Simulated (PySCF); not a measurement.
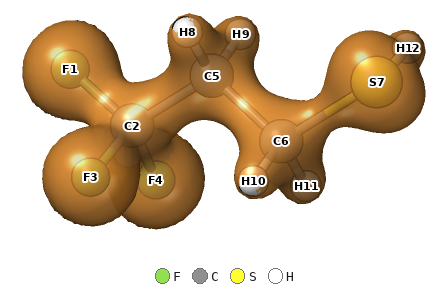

*C$_{3}$H$_{5}$F$_{3}$S. Isosurface of the electron density at 1 e/Å³ (orange), seen at a tilt.*

Geometry: GFN2-xTB.

These are results of PBE0/pcSseg-1, SCF density, gas phase, non-relativistic in PySCF, not measurements.

```xyz
12

F    -2.3119    1.0642    0.6942
C    -1.5082    0.2889   -0.0473
F    -2.0670   -0.9286   -0.0788
F    -1.5655    0.7669   -1.3001
C    -0.0910    0.2630    0.4922
C     0.8013   -0.6200   -0.3715
S     2.5030   -0.6858    0.2851
H    -0.1265   -0.1137    1.5162
H     0.2749    1.2920    0.5077
H     0.4511   -1.6521   -0.3603
H     0.8367   -0.2634   -1.4007
H     2.8043    0.5879    0.0372
```

> Which contacts does the surface bridge?

At this value the surface is in one piece. It bridges the sampled C–F (1.34 Å), C–C (1.52 Å), C–S (1.83 Å) and C–H (1.09 Å) contacts, where the density stays above the isovalue. On the grid the lowest density along these lines, outside the cores, is 1.9 e/Å³ (C–F, 1.34 Å), 1.8 e/Å³ (C–C, 1.52 Å), 1.2 e/Å³ (C–S, 1.83 Å) and 1.9 e/Å³ (C–H, 1.09 Å).
